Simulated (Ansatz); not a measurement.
The figure comes from a scan of Ni (fcc, Cu type): one Ni atom of a 4-atom cell moves by s along Cartesian z, with its periodic images. Computed with r2SCAN (plane waves to 500 eV, PAW, scalar-relativistic; Ansatz, a first-principles code). k mesh 11×11×11 (Γ-centred), Fermi-Dirac smearing 0.05 eV. E stands for the smeared free energy. With partly filled bands, energies and forces of such displacements shift with the k mesh and the smearing. On this mesh the relaxed cell isn't quite at rest: it carries a pressure of 0.1 GPa (compression positive) at the zero of the scan. Ni was relaxed with its symmetry unable to fall. Relaxed Ni ends ferromagnetic. The magnetic order is the one the run started from; other orders were not tried. The zero of ΔE is the undisplaced structure.

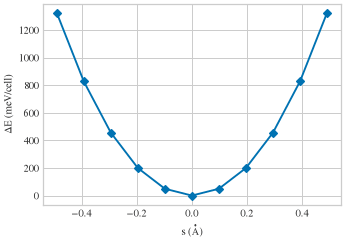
Figure: ΔE (meV/cell) against s (Å); computed points joined by lines.

Question: List the plotted points as numbers.

Answer: To the nearest 20:

```csv
s (Å),ΔE (meV/cell)
-0.490,1320
-0.392,820
-0.294,460
-0.196,200
-0.098,40
0.000,0
0.098,40
0.196,200
0.294,460
0.392,820
0.490,1320
```

(For displaced atoms, the force is minus the slope of the energy, and its curvature is a force constant, which sets phonon frequencies.)
